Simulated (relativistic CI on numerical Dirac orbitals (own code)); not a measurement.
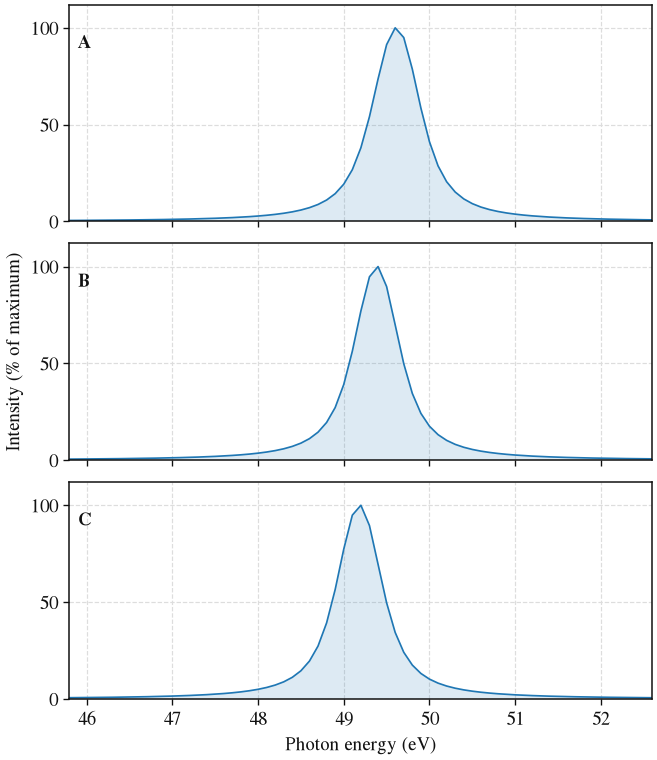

M₂,₃ X-ray absorption of Ti V (Ti⁴⁺), [Ar], in 3 environments. Multiplet model: relativistic Dirac–Coulomb–Breit theory, one configuration a step, Slater integrals scaled by 0.8, 300 K, Voigt broadening (Lorentzian 0.48 eV, Gaussian 0.3 eV full widths), computed with a radial Dirac CI code.

(1) a field of Oh symmetry with 10Dq = 13,850 cm⁻¹
(2) a field of D3d symmetry with 10Dq = 38,950, Dσ = 520, Dτ = −410 cm⁻¹
(3) a field of D4h symmetry with 10Dq = 23,800, Ds = 280, Dt = −620 cm⁻¹

Match the spectra to the environments.

Answer. A is (2), maxima at 49.6 eV (100); B is (3), maxima at 49.4 eV (100); C is (1), maxima at 49.2 eV (100) (heights in % of each maximum). The ground-state spin is S = 0.00 in all.

Known limits: free-ion energies, so absolute edge positions are off by a few eV from solids; core and valence shell share one n, so the strongest features autoionise and are far broader and can lie several eV off in experiment.
